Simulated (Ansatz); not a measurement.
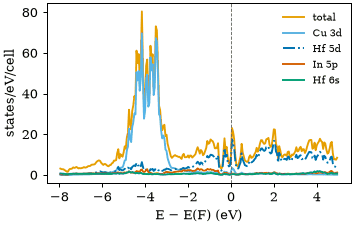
Total and projected density of states of Hf2InCu2 in space group P4_2/mnm (No. 136; Hf on 4f, Hf on 4g, In on 4d, Cu on 8j), r²SCAN (plane waves, PAW; program Ansatz)

**Question.** Which orbitals carry the states next to the Fermi level?

**Answer.** Within 0.5 eV of the Fermi level: Hf 5d 73 %, Cu 3d 11 %, outside the projected shells 6 %. Projections are on Löwdin-orthogonalised atomic valence shells; empty p or d shells of many metals are not among them.

**Question.** Where is the tallest occupied peak in this window, and what makes it?

**Answer.** Near -4.1 eV, about 80 states/eV per cell; the largest projected share is Cu 3d.

The first step of the workflow began from a Materials Project structure, measured or hypothetical; the Crystallography Open Database copy checked does not list it. Whether it is the stable phase at ambient conditions was not checked. Symmetry was held in the r²SCAN relaxation; its stability against distortions is not shown here. No spin polarisation was allowed. Spin–orbit coupling is left out wherever it is not named.

Potentials: the later of the program's two PAW sets.
